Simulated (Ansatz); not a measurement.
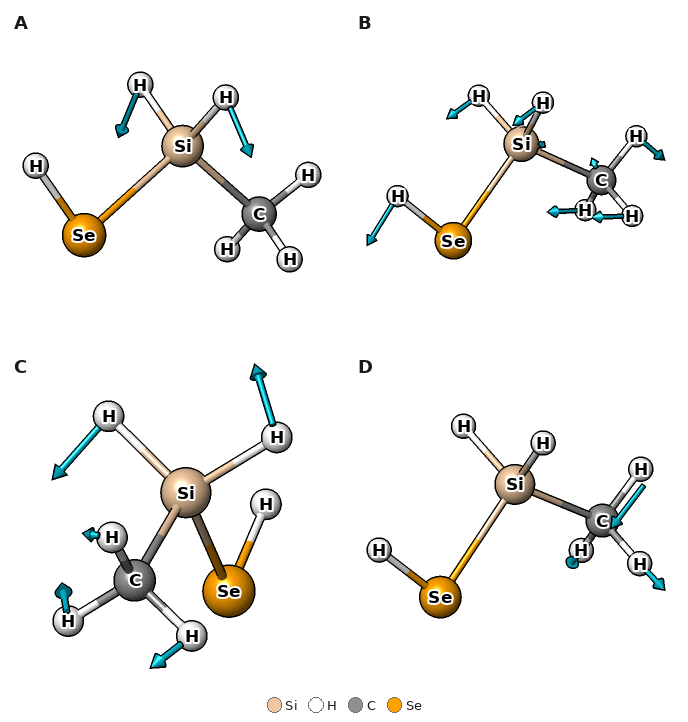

4 normal modes of one molecule or complex, as arrows. Harmonic vibrations computed with RKS PBE0-D4/def2-TZVP (Ansatz 0.2.0) at a stationary point of the same level.

Question: Match the panels to the wavenumbers 486 cm⁻¹, 768 cm⁻¹, 963 cm⁻¹, 3140 cm⁻¹.

Answer: A: 963 cm⁻¹, H–Si–H bending
B: 768 cm⁻¹
C: 486 cm⁻¹, angle bending
D: 3140 cm⁻¹, out-of-phase stretching of 3 C–H bonds
